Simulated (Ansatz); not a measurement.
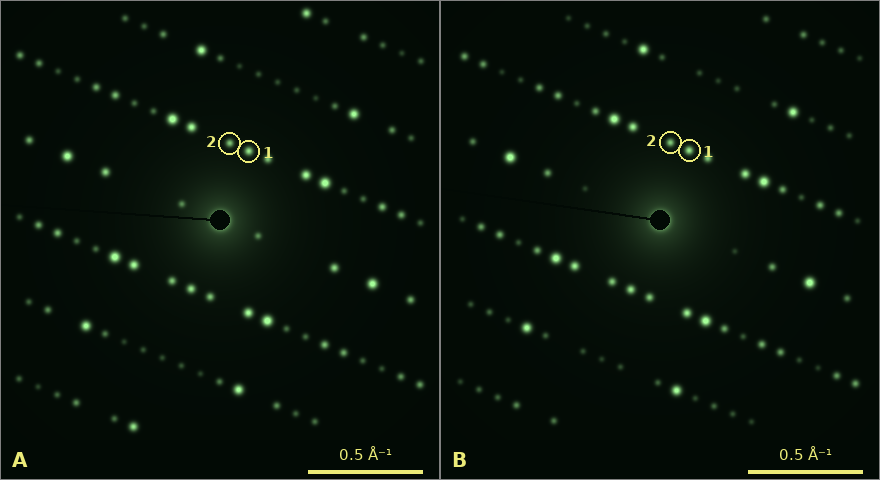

Kinematic electron diffraction patterns (200 kV, B = 0.5 Å², same scale) along [010] of the run's own cell, for the start and the end of one relaxation of B3IrW3 with DFT, PAW plane waves, r2scan (Ansatz 0.2.0). k mesh 6×6×2. The start is a generated model structure, and the relaxation ends in the nearest stationary point of its symmetry, not necessarily the ground state. Spot 1 is -1 0 0 and spot 2 is -1 0 1 in both.

Start structure:

```
CELL_PARAMETERS angstrom
3.24274 0.00000 0.00000
1.62137 -4.30355 0.00000
0.00000 0.00000 -10.96379
ATOMIC_POSITIONS crystal
W 0.21010 0.57980 0.89360
W 0.78990 0.42020 0.39360
W 0.78990 0.42020 0.10640
W 0.21010 0.57980 0.60640
B 0.90710 0.18580 0.88640
B 0.09290 0.81420 0.38640
B 0.09290 0.81420 0.11360
B 0.90710 0.18580 0.61360
W 0.50000 0.00000 0.75000
W 0.50000 0.00000 0.25000
B 0.79530 0.40940 0.75000
B 0.20470 0.59060 0.25000
Ir 0.50000 0.00000 0.00000
Ir 0.50000 0.00000 0.50000
```

Which pattern belongs to the start structure, and which to the relaxed one?

Answer. A is the start: its cell gives d(1) = 3.035 Å, d(2) = 2.925 Å and an angle of 15.5°. B is the relaxed structure, with d(1) = 3.005 Å (-1.0 %), d(2) = 2.902 Å (-0.8 %) and 15.1°.

Name reflections whose intensity changes strongly on relaxation.

Answer. 0 0 2 fades out of sight; 1 0 5 goes from 2.3 to 10 % of the strongest spot; 0 0 6 goes from 27 to 9.6 % of the strongest spot.

Summarise the relaxation behind the change.

Answer. The volume changed by +1.2 % to 11.06 Å³ an atom; with the mean shift removed, the atoms moved by up to 0.12 Å relative to the cell (W most); the space group stayed Cmcm (No. 63); the free energy fell by 38 meV an atom. Relaxed cell: a = 3.204 Å, b = 4.613 Å, c = 11.170 Å, α = 90.00°, β = 90.00°, γ = 69.68°.
